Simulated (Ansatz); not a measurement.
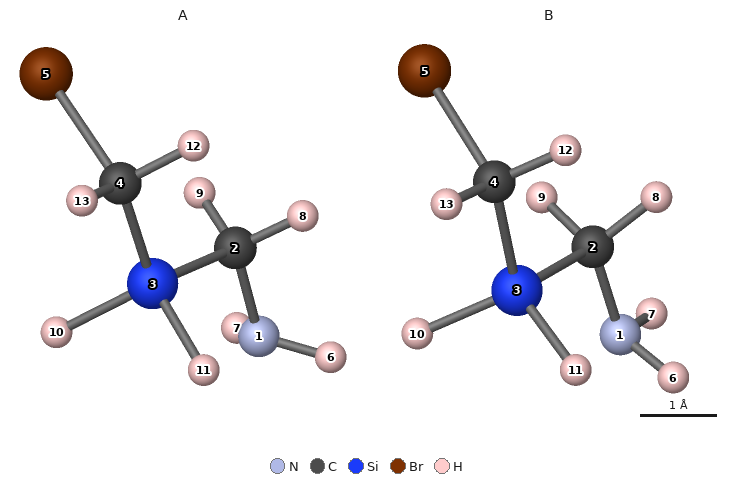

Two geometries of C2H8BrNSi, drawn at one scale. One is the start of a relaxation, the other its converged end. The picture is a ball-and-stick view, seen from a free direction.

Method: RKS PBE0-D4/def2-SVP in Ansatz 0.2.0. Settings: no spin polarisation; force threshold 0.015 eV/Å; at most 40 steps.

**Which of the two is the end point?**

Structure B is the relaxed one. The run prepares an end point of a later path (inversion) calculation, from a guessed geometry. Over 10 accepted moves (13 points after the start) the energy falls by 56.8 kJ/mol. Largest force component: 4.2 eV/Å at the start, 0.0093 eV/Å at the end. The line search rejected the trial steps at points 7, 10, 12 of the run. H7 moves most after the best rigid fit: 0.67 Å. Largest moves by element: H 0.67 Å, Br 0.17 Å, C 0.16 Å, N 0.11 Å, Si 0.10 Å. Some distances before and after: Si3–C4 1.791 → 1.895 Å, C4–H13 1.017 → 1.099 Å, C2–H8 1.049 → 1.112 Å, C4–H12 1.149 → 1.099 Å. Among the angles between lasting bonds that change: Si3–C4–H13 118.9° → 112.3°, N1–C2–H8 109.8° → 116.1°, H10–Si3–H11 103.0° → 109.0°. Groups turn about N1–C2 by about 50°. Cost: 48 s on 2 threads of Intel(R) Xeon(R) Platinum 8488C (Sapphire Rapids), on a shared host, peak memory 0.37 GiB.
